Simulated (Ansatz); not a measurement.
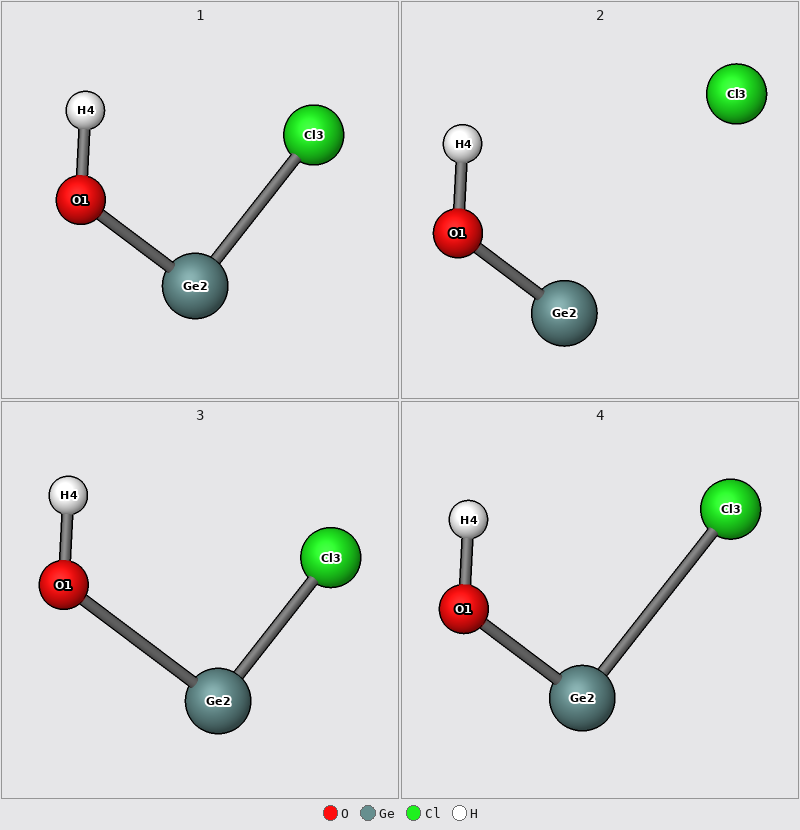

ClGeHO, SMILES [OH][Ge][Cl]. 
- First axis: bond length O1–Ge2. Second axis: bond length Ge2–Cl3.
- Nothing is relaxed (all other coordinates rigid).
- Grid: 15 × 15 points.
- Points are written as (first, second).
- Energies: kJ/mol, counted from the lowest grid point.
- The reference is spin-restricted, which grows unreliable where a bond is stretched far.
- These are results of RHF/def2-TZVP in Ansatz 0.2.0, not measurements.

The numbered pictures are structures from this grid.

**Which is the most stable, and how do the others follow?**

1, at (1.637 Å, 2.142 Å): 25 kJ/mol; 4, at (1.695 Å, 2.681 Å): 72 kJ/mol; 3, at (2.210 Å, 2.035 Å): 163 kJ/mol; 2, at (1.523 Å, 3.112 Å): 251 kJ/mol.

The map, with the structures marked:

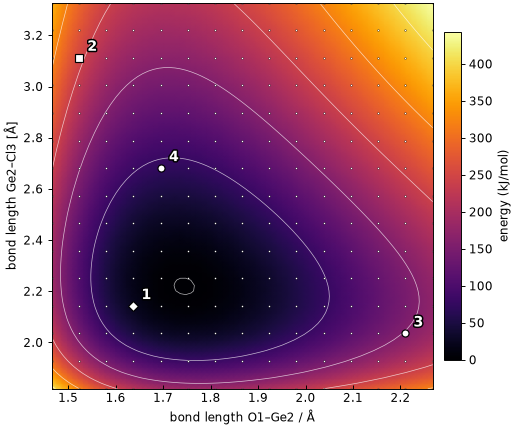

In the figure: a smooth colour map with a few white contour lines, dots at the grid points. Between grid points the surface is interpolated.
